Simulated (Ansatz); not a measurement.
## CaO, response to strain

Start from CaO in the rock salt structure (space group Fm-3m, No. 225).

```yaml
crystal:
  lattice:
    - [0.00000, 2.41538, 2.41538]
    - [2.41538, 0.00000, 2.41538]
    - [2.41538, 2.41538, 0.00000]
  atoms:
    - { symbol: O, position: [0.00000, 0.00000, 0.00000] }
    - { symbol: Ca, position: [0.50000, 0.50000, 0.50000] }
```

Strains are applied to the cell and any free atomic positions relax.

Method: PBE (Ansatz, a program for electronic structure; PAW; 420 eV plane waves; no spin-orbit coupling), earlier PAW set.

Notes on the quantities. energy relative to the base: free energy F.

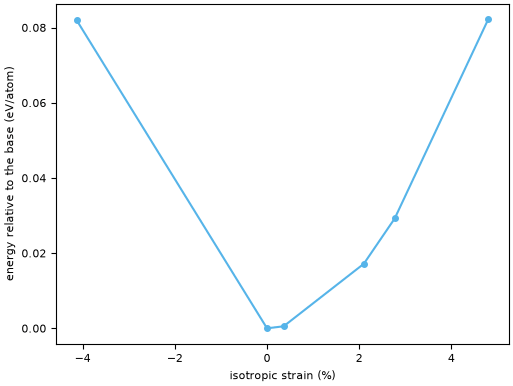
Figure. Energy relative to the base against isotropic strain

```json
[
 {"isotropic strain (%)": "-4.13", "energy relative to the base": "+82 meV/atom"},
 {"isotropic strain (%)": "0.36", "energy relative to the base": "+0.5 meV/atom"},
 {"isotropic strain (%)": "2.1", "energy relative to the base": "+17 meV/atom"},
 {"isotropic strain (%)": "2.77", "energy relative to the base": "+29 meV/atom"},
 {"isotropic strain (%)": "4.8", "energy relative to the base": "+82 meV/atom"}
]
```

No phonon test of stability was made.
